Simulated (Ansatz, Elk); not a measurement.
# CaGa2GeSe4: X-ray structure factors from the self-consistent density

The structure of CaGa2GeSe4 used here is made up (a known structure type with other elements) and was relaxed beforehand with PBE. The aim is the Fourier transform of its all-electron density, F(hkl), set beside the sum over free spherical atoms that refinements use.

Calculated with Elk 11.2.3 (patched build); DFT, PBE, all-electron APW+lo, Dirac cores, scalar-relativistic bands, static density, no spin.

The structure was built from a prototype and need not be the compound's stable phase.

### Step 1. Set-up

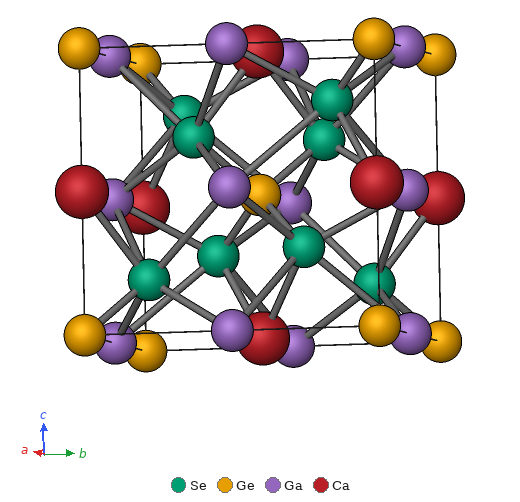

Start, viewed from a free direction; selenium teal, germanium orange, gallium purple, calcium red. This picture shows the conventional cell, with its axes. Bonds to atoms that aren't drawn are left out. Some periodic images of atoms are drawn too.

As a file:

```cif
data_structure
_symmetry_space_group_name_H-M 'I-42m'
_symmetry_Int_Tables_number 121
_cell_length_a 7.5299
_cell_length_b 7.5299
_cell_length_c 7.1835
_cell_angle_alpha 90.000
_cell_angle_beta 90.000
_cell_angle_gamma 90.000
_cell_volume 407.30
loop_
_atom_site_label
_atom_site_type_symbol
_atom_site_symmetry_multiplicity
_atom_site_Wyckoff_symbol
_atom_site_fract_x
_atom_site_fract_y
_atom_site_fract_z
_atom_site_occupancy
Se1 Se 8 i 0.81671 0.18329 0.19689 1
Ge1 Ge 2 a 0.00000 0.00000 0.00000 1
Ga1 Ga 4 c 0.50000 0.00000 0.00000 1
Ca1 Ca 2 b 0.00000 0.00000 0.50000 1
```

### Step 2. Ground state and structure factors

An all-electron density is needed, since X-rays see the cores too. Task 0 finds the density and task 195 Fourier-transforms it; tshift is off so that phases refer to the origin typed.

The input, elk.in:

```
tasks
  0
  195

xctype
  20

spinpol
  .false.

rgkmax
  7.0

gmaxvr
  14.0

lmaxo
  7

lmaxapw
  8

swidth
  0.002

tshift
  .false.

ramdisk
  .false.

hmaxvr
  5.5

maxscl
  120

epspot
  1e-06

sppath
  './'

avec
  -7.11475663566 7.11475663566 6.78737719704
  7.11475663566 -7.11475663566 6.78737719704
  7.11475663566 7.11475663566 -6.78737719704

atoms
  4
  'Se.in'
  4
  0.3801764000 0.0136058909 -0.0000000000   0.000000 0.000000 0.000000
  0.6198236000 0.6198236000 0.6334294909   0.000000 0.000000 0.000000
  0.0136058909 0.3801764000 0.0000000000   0.000000 0.000000 0.000000
  0.9863941091 0.9863941091 0.3665705091   0.000000 0.000000 0.000000
  'Ge.in'
  1
  0.0000000000 0.0000000000 -0.0000000000   0.000000 0.000000 0.000000
  'Ga.in'
  2
  0.0000000000 0.5000000000 0.5000000000   0.000000 0.000000 0.000000
  0.5000000000 0.0000000000 0.5000000000   0.000000 0.000000 0.000000
  'Ca.in'
  1
  0.5000000000 0.5000000000 0.0000000000   0.000000 0.000000 0.000000

ngridk
  5 5 5
```

On the command line:

```console
OMP_NUM_THREADS=4 elk
```

Numbers of over 12 decimals in the logs are rounded to 6 here.

The program printed:

```text
┌─────────────────────────┐
│ Elk code version 11.2.3 │
└─────────────────────────┘

All units are atomic (Hartree, Bohr, etc.)

┌─────────────────────────────────────────────────┐
│ Ground-state run starting from atomic densities │
└─────────────────────────────────────────────────┘

Lattice vectors :
  -7.114756636       7.114756636       6.787377197
   7.114756636      -7.114756636       6.787377197
   7.114756636       7.114756636      -6.787377197

Reciprocal lattice vectors :
  0.1491052273E-16  0.4415601003      0.4628581207
  0.4415601003      0.1491052273E-16  0.4628581207
  0.4415601003      0.4415601003      0.1457850660E-19

Unit cell volume      :    1374.301673
Brillouin zone volume :   0.1804918224

Muffin-tin inner radius fraction :   0.1000000000E-01

Nuclei treated as point charges

Species : 1 (Se)
 parameters loaded from : Se.in
 name : selenium
 nuclear charge    :   -34.00000000
 electronic charge :    34.00000000
 atomic mass :    143935.2749
 muffin-tin radius :    2.252473405
 number of radial points in muffin-tin :    993
 inner part over the whole radius :   0.9846329034E-02
 number on inner part of muffin-tin    :    701
 approximate nuclear radius :   0.7785908700E-04
 number of mesh points to nuclear radius :    344
 atomic positions (lattice), magnetic fields (Cartesian) :
  1 :   0.38017640  0.01360589  0.00000000    0.00000000  0.00000000  0.00000000
  2 :   0.61982360  0.61982360  0.63342949    0.00000000  0.00000000  0.00000000
  3 :   0.01360589  0.38017640  0.00000000    0.00000000  0.00000000  0.00000000
  4 :   0.98639411  0.98639411  0.36657051    0.00000000  0.00000000  0.00000000

Species : 2 (Ge)
 parameters loaded from : Ge.in
 name : germanium
 nuclear charge    :   -32.00000000
 electronic charge :    32.00000000
 atomic mass :    132414.6196
 muffin-tin radius :    2.252473405
 number of radial points in muffin-tin :    993
 inner part over the whole radius :   0.9934574981E-02
 number on inner part of muffin-tin    :    701
 approximate nuclear radius :   0.7637961215E-04
 number of mesh points to nuclear radius :    341
 atomic positions (lattice), magnetic fields (Cartesian) :
  1 :   0.00000000  0.00000000  0.00000000    0.00000000  0.00000000  0.00000000

Species : 3 (Ga)
 parameters loaded from : Ga.in
 name : gallium
 nuclear charge    :   -31.00000000
 electronic charge :    31.00000000
 atomic mass :    127097.2539
 muffin-tin radius :    2.400000000
 number of radial points in muffin-tin :    993
 inner part over the whole radius :   0.9952882137E-02
 number on inner part of muffin-tin    :    702
 approximate nuclear radius :   0.7562051033E-04
 number of mesh points to nuclear radius :    339
 atomic positions (lattice), magnetic fields (Cartesian) :
  1 :   0.00000000  0.50000000  0.50000000    0.00000000  0.00000000  0.00000000
  2 :   0.50000000  0.00000000  0.50000000    0.00000000  0.00000000  0.00000000

Species : 4 (Ca)
 parameters loaded from : Ca.in
 name : calcium
 nuclear charge    :   -20.00000000
 electronic charge :    20.00000000
 atomic mass :    73057.72475
 muffin-tin radius :    2.400000000
 number of radial points in muffin-tin :    993
 inner part over the whole radius :   0.9970789793E-02
 number on inner part of muffin-tin    :    698
 approximate nuclear radius :   0.6614485811E-04
 number of mesh points to nuclear radius :    321
 atomic positions (lattice), magnetic fields (Cartesian) :
  1 :   0.50000000  0.50000000  0.00000000    0.00000000  0.00000000  0.00000000

Total number of atoms per unit cell :    8
Total muffin-tin volume :    413.0698208
 ratio of muffin-tin to unit cell volume :   0.3005670654

Spin treatment :
 spin-unpolarised

Number of Bravais lattice symmetries :   16
Number of crystal symmetries         :    8
Crystal has no inversion symmetry
Complex Hermitian eigensolver will be used

k-point grid :      5     5     5
k-point offset :    0.000000000       0.000000000       0.000000000
[...]
(states/Hartree/unit cell)

Estimated indirect band gap :   0.1279661703E-01
 from k-point 23 to k-point 23
Estimated direct band gap   :   0.1279661703E-01
 at k-point 23

Charges :
 core                        :    136.0000000
 valence                     :    114.0000000
 interstitial                :    14.69461000
 muffin-tins (core leakage)
  species : 1 (Se)
[...]
species : 2 (Ge)
[...]
species : 3 (Ga)
[...]
species : 4 (Ca)
[...]
total in muffin-tins        :    235.3053900
 total calculated charge     :    249.9969462
 total charge                :    250.0000000
 error                       :   0.3053755271E-02

RMS change in Kohn-Sham potential (target) :   0.1978068206     (  0.1000000000E-05)
Absolute change in total energy (target)   :    1.583098741     (  0.1000000000E-03)

[... loops 3 to 14 left out ...]

┌──────────────────┐
│ Loop number : 15 │
└──────────────────┘

Energies :
 Fermi                       :     0.177952
 sum of occupied eigenvalues :     -9470.6195332198
 electron kinetic            :      16747.687484619
 core electron kinetic       :      15443.565711599
 Coulomb                     :     -32517.100630240
 Coulomb potential           :     -25412.638714010
 nuclear-nuclear             :     -1980.5566506148
 electron-nuclear            :     -35696.311644993
 Hartree                     :      5159.7676653673
 Madelung                    :     -19810.781273235
 xc potential                :     -805.66830382854
 exchange                    :     -607.38012446266
 correlation                 :     -12.045144489694
 electron entropic           :    -0.24080949808247E-04
 total energy                :     -16388.838438654

Density of states at Fermi energy :    1.320820988
 (states/Hartree/unit cell)

Estimated indirect band gap :   0.1257172951E-01
 from k-point 23 to k-point 23
Estimated direct band gap   :   0.1257172951E-01
 at k-point 23

Charges :
 core                        :    136.0000000
 valence                     :    114.0000000
 interstitial                :    14.73350667
 muffin-tins (core leakage)
  species : 1 (Se)
[...]
species : 2 (Ge)
[...]
species : 3 (Ga)
[...]
species : 4 (Ca)
[...]
total in muffin-tins        :    235.2664933
 total calculated charge     :    249.9969803
 total charge                :    250.0000000
 error                       :   0.3019668398E-02

RMS change in Kohn-Sham potential (target) :   0.6714084294E-07 (  0.1000000000E-05)
Absolute change in total energy (target)   :   0.5318896365E-04 (  0.1000000000E-03)

Convergence targets achieved

┌──────────────────┐
│ Loop number : 16 │
└──────────────────┘

Energies :
 Fermi                       :     0.177952
 sum of occupied eigenvalues :     -9470.6195288097
 electron kinetic            :      16747.687488465
 core electron kinetic       :      15443.565712756
 Coulomb                     :     -32517.100631943
 Coulomb potential           :     -25412.638713894
 nuclear-nuclear             :     -1980.5566506148
 electron-nuclear            :     -35696.311647752
 Hartree                     :      5159.7676664237
 Madelung                    :     -19810.781274996
 xc potential                :     -805.66830338022
 exchange                    :     -607.38012444171
 correlation                 :     -12.045144513860
 electron entropic           :    -0.24081004612880E-04
 total energy                :     -16388.838436515

Density of states at Fermi energy :    1.320824794
 (states/Hartree/unit cell)

Estimated indirect band gap :   0.1257171686E-01
 from k-point 23 to k-point 23
Estimated direct band gap   :   0.1257171686E-01
 at k-point 23

Charges :
 core                        :    136.0000000
 valence                     :    114.0000000
 interstitial                :    14.73350667
 muffin-tins (core leakage)
  species : 1 (Se)
[...]
species : 2 (Ge)
[...]
species : 3 (Ga)
   atom 1                    :    29.39223536     (  0.7337889908E-03)
   atom 2                    :    29.39223536     (  0.7337889908E-03)
  species : 4 (Ca)
   atom 1                    :    18.15773008     ( -0.1987552896E-06)
 total in muffin-tins        :    235.2664933
 total calculated charge     :    249.9969803
 total charge                :    250.0000000
 error                       :   0.3019668278E-02

┌──────────────────────────────┐
│ Self-consistent loop stopped │
└──────────────────────────────┘

Warning : core states of species 1 leak from the muffin-tin :   0.1529159433E-03

Warning : core states of species 2 leak from the muffin-tin :   0.7678489578E-03

Warning : core states of species 3 leak from the muffin-tin :   0.7337889908E-03

Wrote STATE.OUT
```

Wall time 2.1 min (4 threads of Arm Neoverse V2, shared host); peak memory 0.35 GiB; 6.7 min of CPU time.

SFACRHO.OUT:

```text

h k l indices transformed by vhmat matrix:
   1.000000000       0.000000000       0.000000000    
   0.000000000       1.000000000       0.000000000    
   0.000000000       0.000000000       1.000000000    

      h      k      l  multipl.   |H|            Re(F)            Im(F)           |F|

      0      0      0      1   0.0000000       250.00000     -0.21911279E-16   250.00000    
     -1      1      0      4  0.62446028       10.751170     -0.62694993E-14   10.751170    
     -1      0      1      8  0.63969756       28.997712     -0.15187504E-13   28.997712    
     -1      1     -1      4  0.88312020       18.987308      0.15598993E-13   18.987308    
      1      1     -1      2  0.92571624       4.6767901     -0.61391448E-14   4.6767901    
     -2      1      1      8   1.0904652       1.2866189       73.698488       73.709718    
     -1      0      2      8   1.0904652       1.2866189      -73.698488       73.709718    
      2      0     -1      4   1.1166473      -25.023290      -58.892889       63.988573    
     -2      0      1      4   1.1166473      -25.023290       58.892889       63.988573    
      2     -2      0      4   1.2489206       140.49277      0.11995020E-13   140.49277    
      2      0      0      8   1.2793951       148.02189     -0.58007110E-13   148.02189    
      1     -1      2      8   1.3963356      -50.864902      0.28236502E-13   50.864902    
      1     -2      2      8   1.4032161      -21.919768      0.26895959E-13   21.919768    
     -1     -2      1      8   1.4570910      -24.724626     -0.80725584E-13   24.724626    
      1     -3      1      4   1.5545910       49.335210       34.825328       60.388463    
     -1      3     -1      4   1.5545910       49.335210      -34.825328       60.388463    
      0      1     -3      8   1.6579858       31.492749      -21.535195       38.151774    
      0     -1      3      8   1.6579858       31.492749       21.535195       38.151774
```

Elk indexes on the primitive cell of elk.in and gives |H| = 4π sin θ/λ in inverse bohr. Below, one row stands for each form hkl of the conventional cell (m members, Friedel mates merged), F is for one primitive cell and the density is static (no thermal factor). Free-atom factors are Waasmaier and Kirfel's, and R is Σm||F|−|F'||/Σm|F|.

| hkl | m | sin θ/λ (Å⁻¹) | abs F, DFT | neutral atoms | diff. | abs of complex diff. |
| --- | --- | --- | --- | --- | --- | --- |
| 110 | 4 | 0.094 | 10.751 | 10.528 | +0.224 | 0.224 |
| 101 | 8 | 0.096 | 28.998 | 29.096 | -0.099 | 0.099 |
| 200 | 4 | 0.133 | 18.987 | 19.137 | -0.149 | 0.149 |
| 002 | 2 | 0.139 | 4.677 | 5.119 | -0.442 | 0.442 |
| 211 | 16 | 0.164 | 73.710 | 73.245 | +0.465 | 0.494 |
| 112 | 8 | 0.168 | 63.989 | 63.662 | +0.326 | 0.335 |
| 220 | 4 | 0.188 | 140.493 | 140.517 | -0.024 | 0.024 |
| 202 | 8 | 0.192 | 148.022 | 148.054 | -0.032 | 0.032 |
| 310 | 8 | 0.210 | 50.865 | 51.034 | -0.169 | 0.169 |
| 301 | 8 | 0.211 | 21.920 | 21.872 | +0.048 | 0.048 |
| 103 | 8 | 0.219 | 24.725 | 24.796 | -0.071 | 0.071 |
| 222 | 8 | 0.234 | 60.388 | 60.465 | -0.076 | 0.233 |
| 321 | 16 | 0.249 | 38.152 | 38.407 | -0.255 | 0.255 |
| 312 | 16 | 0.252 | 27.160 | 27.053 | +0.106 | 0.109 |
| 213 | 16 | 0.256 | 49.172 | 49.412 | -0.240 | 0.255 |
| 400 | 4 | 0.266 | 70.447 | 70.813 | -0.366 | 0.366 |
| 004 | 2 | 0.278 | 101.487 | 101.994 | -0.507 | 0.507 |
| 330 | 4 | 0.282 | 77.032 | 77.197 | -0.165 | 0.165 |
| 411 | 16 | 0.282 | 82.141 | 82.472 | -0.332 | 0.345 |
| 303 | 8 | 0.289 | 85.891 | 86.387 | -0.497 | 0.497 |
| 114 | 8 | 0.294 | 76.190 | 76.452 | -0.262 | 0.271 |
| 420 | 8 | 0.297 | 83.538 | 83.842 | -0.304 | 0.304 |

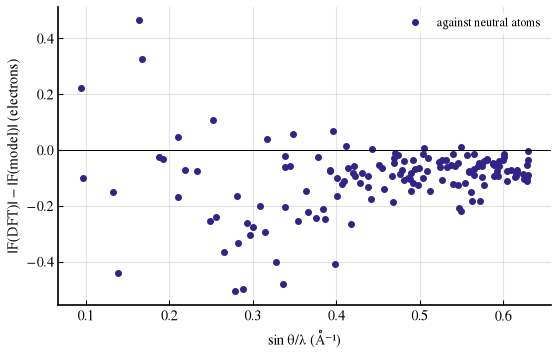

Difference between the calculated structure factors and the independent-atom ones.

(Continued in part 2 of 2.)

[Logs are printed without paths, hosts, clocks, repeated set-up lines and the standing remarks that a program may print on its own settings, such as how far it seeks lower states.]

[Hosts, paths, dates, database ids (printed as entryN), source tags and the programs' standing remarks are cut or masked in the printed files.]
